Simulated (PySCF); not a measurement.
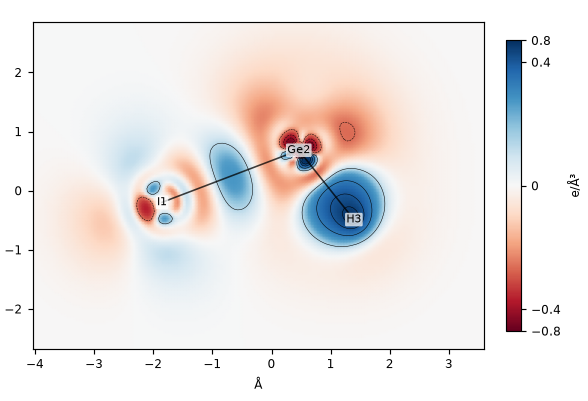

GeH₃I, SMILES `I[GeH3]`. Deformation density (molecule less spherical, spin-averaged free atoms) in the plane of I1, Ge2 and H3; colour scale in e/Å³, logarithmic beyond ±0.1; blue: gain, red: loss.

PySCF calculation, PBE0/def2-TZVP, gas phase; geometry: GFN2-xTB. Core potentials replace the inner electrons of I; spin–orbit coupling isn't included. No frequency check shows the geometry to be a minimum. GFN2-xTB bond lengths at metals and heavier atoms can be off by up to 0.1 Å and shapes distorted, which carries into these values.

Q: Describe the bonding that the map shows.

A: Ge2–H3: +0.29 e/Å³ at the bond critical point (bond length 1.50 Å, Mayer order 0.9). I1–Ge2: +0.10 e/Å³ at the bond critical point (bond length 2.48 Å, Mayer order 1.1). In all, 1.1 electrons gather in the regions of gain relative to the promolecule. A small or negative value marks a very polar bond, one between electron-rich atoms, whose free-atom densities already overlap strongly, a long bond to a heavier atom, or a closed-shell contact such as a hydrogen bond.

Q: Where do the Hirshfeld charges lie?

A: The highest Hirshfeld charge is on Ge2 (+0.28 e), the lowest on I1 (−0.11 e).

The PySCF run took 10 s on 1 thread of Arm Neoverse V2, with other jobs on the host, peak memory 0.47 GiB.
